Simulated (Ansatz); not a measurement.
```xyz
9

Si    0.8382   -0.0631   -0.3370
H     1.1414   -0.0924    1.1226
H     2.0941    0.1848   -1.1008
H    -0.1380    1.0274   -0.6197
H     0.2554   -1.3716   -0.7495
P    -3.6825    0.1368    1.8028
H    -3.4619   -0.4763    0.5293
H    -3.5741   -1.1051    2.5053
H    -2.2971    0.4475    1.9804
```

Computed with RKS B3LYP/def2-SVP (Ansatz).

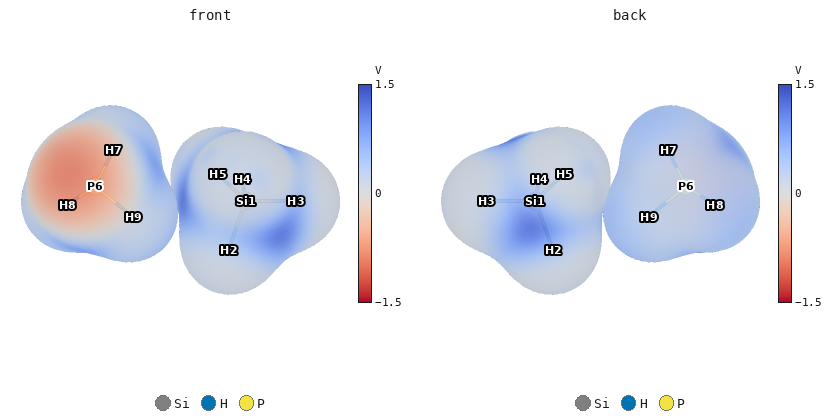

SiH4···PH3. The molecular electrostatic potential painted on the density surface at 0.002 e/bohr³, seen from the front and from behind; red is negative and blue positive.

Where is the surface potential most negative and most positive?

Answer. The most negative region (about −0.9 V) lies over P6, the most positive (about +1.1 V) over Si1.
